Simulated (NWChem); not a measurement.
# CH5FOSi (SMILES C[SiH](O)F) at 3 levels

We compute a comparison of 3 runs (HF/def2-SVP, PBE0/def2-SVP, B2PLYP/def2-TZVP) of CH5FOSi. 

The results are computed with NWChem 7.3.0.

### 1 Starting point

The species is CH5FOSi (9 atoms), meant as a singlet with charge 0. As SMILES, `C[SiH](O)F`. Geometry: relaxed at PBE0-D4/def2-TZVP. This is one conformer, not always the lowest.

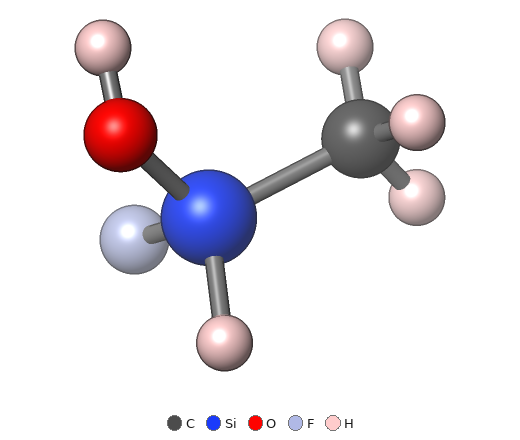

The structure, seen from a chosen angle (carbon dark grey, silicon blue, oxygen red, fluorine light blue, hydrogen pink).

### 2 Energy and forces at HF/def2-SVP (run 1)

Contents of mymol.nw:

```
start mymol
title "CH5FOSi"
memory 2200 mb
geometry noautosym nocenter noautoz
C       -1.059200       0.382700       0.202100
Si       0.598700      -0.059400      -0.491700
O        1.699800      -0.426000       0.658800
F        0.386100      -1.319200      -1.457200
H       -1.759300       0.624200      -0.601500
H       -0.982100       1.251700       0.860100
H       -1.484000      -0.445000       0.776700
H        1.214000       1.018000      -1.292600
H        1.474600      -1.073100       1.328200
end
basis spherical bse
* library def2-SVP
end
scf
thresh 1e-08
maxiter 80
print medium
end
task scf gradient
```

Started as:

```console
$ nwchem mymol.nw > mymol.out
```

Standard output:

```text
[...]
  functions       =    85
[...]
  wavefunction    = RHF
[...]
         Total SCF energy =   -503.875526363325
      One-electron energy =  -1062.838871698800
      Two-electron energy =    375.633135852517
 Nuclear repulsion energy =    183.330209482958
        Time for solution =      4.7s
[...]
                         RHF ENERGY GRADIENTS
    atom               coordinates                        gradient
                 x          y          z           x          y          z
   1 C      -2.001598   0.723198   0.381914    0.003675  -0.000943  -0.001792
   2 Si      1.131379  -0.112250  -0.929178   -0.007095  -0.012977   0.003717
   3 O       3.212156  -0.805023   1.244951    0.004466   0.013959  -0.014312
   4 F       0.729623  -2.492927  -2.753709    0.001002   0.007465   0.004020
   5 H      -3.324595   1.179567  -1.136670   -0.000033   0.000115  -0.000426
   6 H      -1.855900   2.365370   1.625353    0.000454   0.000277   0.000029
   7 H      -2.804353  -0.840928   1.467750    0.000199  -0.000321   0.000071
   8 H       2.294127   1.923741  -2.442660    0.002915   0.002515  -0.001206
   9 H       2.786590  -2.027865   2.509934   -0.005581  -0.010090   0.009899
[...]
```

Wall time 7.2 s (1 thread of AMD EPYC 9R45 (Zen 5), shared host); peak memory 0.1 GiB.

### 3 Energy and gradient at PBE0/def2-SVP (run 2)

Contents of run.py:

```python
from ase import Atoms
from ase.calculators.nwchem import NWChem

mol = Atoms(['C', 'Si', 'O', 'F', 'H', 'H', 'H', 'H', 'H'], positions=[
    [-1.059200, 0.382700, 0.202100],
    [0.598700, -0.059400, -0.491700],
    [1.699800, -0.426000, 0.658800],
    [0.386100, -1.319200, -1.457200],
    [-1.759300, 0.624200, -0.601500],
    [-0.982100, 1.251700, 0.860100],
    [-1.484000, -0.445000, 0.776700],
    [1.214000, 1.018000, -1.292600],
    [1.474600, -1.073100, 1.328200],
])

calc = NWChem(
    label='job',
    theory='dft',
    memory='2200 mb',
    basis='def2-SVP',
    basispar='spherical bse',
    dft={'xc': 'pbe0', 'mult': '1', 'grid': 'xfine', 'convergence': 'energy 1e-08', 'iterations': '100', 'mulliken': None},
)
mol.calc = calc

forces = mol.get_forces()
print("Total energy (eV):", round(mol.get_potential_energy(), 6))
print("forces (eV/A):")
for s, f in zip(mol.symbols, forces):
    print(f"{s:2s} {f[0]:10.5f} {f[1]:10.5f} {f[2]:10.5f}")
print("dipole (e A):", mol.get_dipole_moment().round(4))
```

Started as:

```console
$ export ASE_NWCHEM_COMMAND="nwchem PREFIX.nwi > PREFIX.nwo"
$ python run.py
```

Standard output:

```text
Total energy (eV): -13746.714386
forces (eV/A):
C     0.14650   -0.02952   -0.04587
Si   -0.13658    0.79499    0.09148
O     0.44424   -0.05224    0.34628
F    -0.13946   -0.77580   -0.56672
H    -0.19227    0.06253   -0.20528
H     0.00437    0.22682    0.17555
H    -0.11801   -0.21325    0.14660
H     0.02437    0.09636   -0.05780
H    -0.03322   -0.10994    0.11565
dipole (e A): [-0.2753  0.0369  0.372 ]
```

The calculator wrote job.nwi:

```
title "job"

permanent_dir job

scratch_dir job

start job

geometry units angstrom nocenter noautosym noautoz
  C  -1.0591999999999999e+00 3.8269999999999998e-01 2.0210000000000000e-01
  Si 5.9870000000000001e-01 -5.9400000000000001e-02 -4.9170000000000003e-01
  O  1.6998000000000000e+00 -4.2599999999999999e-01 6.5880000000000005e-01
  F  3.8610000000000000e-01 -1.3191999999999999e+00 -1.4572000000000001e+00
  H  -1.7593000000000001e+00 6.2419999999999998e-01 -6.0150000000000003e-01
  H  -9.8209999999999997e-01 1.2517000000000000e+00 8.6009999999999998e-01
  H  -1.4840000000000000e+00 -4.4500000000000001e-01 7.7669999999999995e-01
  H  1.2140000000000000e+00 1.0180000000000000e+00 -1.2926000000000000e+00
  H  1.4745999999999999e+00 -1.0730999999999999e+00 1.3282000000000000e+00
end

memory 2200 mb

basis spherical bse noprint
   * library def2-SVP
end

dft
  xc pbe0
  mult 1
  grid xfine
  convergence energy 1e-08
  iterations 100
  mulliken
end

task dft gradient
```

job.nwo, cut to the lines that bear on the results:

```text
[...]
         Total DFT energy =     -505.182439944322
[...]
  wavefunction    = closed shell
                         DFT ENERGY GRADIENTS
    atom               coordinates                        gradient
                 x          y          z           x          y          z
   1 C      -2.001598   0.723198   0.381914   -0.002849   0.000574   0.000892
   2 Si      1.131379  -0.112250  -0.929178    0.002656  -0.015460  -0.001779
   3 O       3.212156  -0.805023   1.244951   -0.008639   0.001016  -0.006734
[... 5 lines of this table left out ...]
   9 H       2.786590  -2.027865   2.509934    0.000646   0.002138  -0.002249
[...]
```

It took 20 s on 1 thread of AMD EPYC 9R45 (Zen 5), shared host; peak memory 0.14 GiB.

### 4 The energy at B2PLYP/def2-TZVP (run 3)

Contents of ch5fosi.nw:

```
START ch5fosi
TITLE "CH5FOSi energy"
memory stack 880 mb heap 220 mb global 1100 mb

GEOMETRY noautosym nocenter noautoz
  C    -1.059200    0.382700    0.202100
  Si    0.598700   -0.059400   -0.491700
  O     1.699800   -0.426000    0.658800
  F     0.386100   -1.319200   -1.457200
  H    -1.759300    0.624200   -0.601500
  H    -0.982100    1.251700    0.860100
  H    -1.484000   -0.445000    0.776700
  H     1.214000    1.018000   -1.292600
  H     1.474600   -1.073100    1.328200
END

BASIS spherical bse
  C library def2-TZVP
  Si library def2-TZVP
  O library def2-TZVP
  F library def2-TZVP
  H library def2-TZVP
END

DFT
  xc hfexch 0.53 becke88 0.47 lyp 0.73 mp2 0.27
  dftmp2 semidirect
  grid fine
  convergence energy 1e-08
  maxiter 100
  mulliken
END

MP2
  freeze core 8
END

TASK dft energy
```

Started as:

```console
$ nwchem ch5fosi.nw > ch5fosi.out
```

Standard output:

```text
[...]
          Wavefunction type:  closed shell.
          No. of atoms     :     9
          No. of electrons :    42
[...]
          Charge           :     0
          Spin multiplicity:     1
[...]
          AO basis - number of functions:   160
[...]
              XC Information
              --------------
                     Hartree-Fock (Exact) Exchange  0.530
                    Becke 1988 Exchange Functional  0.470
              Lee-Yang-Parr Correlation Functional  0.730
[...]
 d= 0,ls=0.0,diis     1   -505.3199425819 -6.89D+02  4.01D-03  8.09D-01     3.9
[...]
 d= 0,ls=0.0,diis     8   -505.3987717563  4.04D-09  1.75D-06  8.29D-07    26.5
         Total DFT energy =     -505.398771756284
      One electron energy =    -1063.859581761804
           Coulomb energy =      422.088412935036
    Exchange-Corr. energy =      -46.957812412474
 Nuclear repulsion energy =      183.330209482958
[...]
      Total Density - Mulliken Population Analysis
     ---------------------------------------------
    Atom       Charge   Shell Charges
 -----------   ------   -------------------------------------------------------
    1 C    6     6.50   0.85  1.12  0.50  0.66  0.10  1.32  1.41  0.51  0.01  0.02  0.00
    2 Si  14    13.18   2.00  0.58  1.39  0.79  0.24  4.13  1.70  0.59  0.94  0.14  0.30  0.27  0.12
    3 O    8     8.58   0.79  1.18  0.57  0.93  0.28  1.91  2.00  0.91  0.00  0.02  0.00
    4 F    9     9.37   0.77  1.20  0.60  0.98  0.35  2.28  2.20  0.97  0.00  0.01  0.00
    5 H    1     0.87   0.27  0.48  0.10  0.02
    6 H    1     0.87   0.27  0.48  0.10  0.02
    7 H    1     0.88   0.27  0.48  0.11  0.02
    8 H    1     1.08   0.25  0.55  0.27  0.01
    9 H    1     0.67   0.25  0.33  0.04  0.05
[...]
  Basis functions       =    160
[...]
```

Run time: 34 s. Hardware: 1 thread of AMD EPYC 9R45 (Zen 5), shared host; peak memory 0.98 GiB.

### 5 The series

```csv
run,level,iteration cap,module,energy (Eh),dipole moment (D),HOMO energy (eV),LUMO energy (eV),wall time
1,HF/def2-SVP,80,scf,-503.875526,2.35,-12.45,4.34,7.2 s
2,PBE0/def2-SVP,100,dft,-505.182440,2.23,-8.77,1.35,20 s
3,B2PLYP/def2-TZVP,100,dft,-505.649246,2.21,-10.25,1.61,34 s
```

### 6 Outcome

```
                                  quantity          value
                       run 3: total energy  -505.64925 Eh
           run 3: dipole moment (SCF part)         2.21 D
  run 3: HOMO energy (SCF part's orbitals)      -10.25 eV
  run 3: LUMO energy (SCF part's orbitals)        1.61 eV
run 3: HOMO–LUMO gap (SCF part's orbitals)       11.86 eV
```

What this shows: The dipole moment (its size) runs from 2.21 D (B2PLYP/def2-TZVP) to 2.35 D (HF/def2-SVP). The two ends differ in method and basis. A double hybrid's value is that of its SCF part. The HOMO–LUMO gap runs from 10.13 eV (PBE0/def2-SVP) to 16.79 eV (HF/def2-SVP). Exact exchange widens orbital gaps. Totals of different functionals can't be ranked against each other. All runs together took 61 s, the longest 34 s.
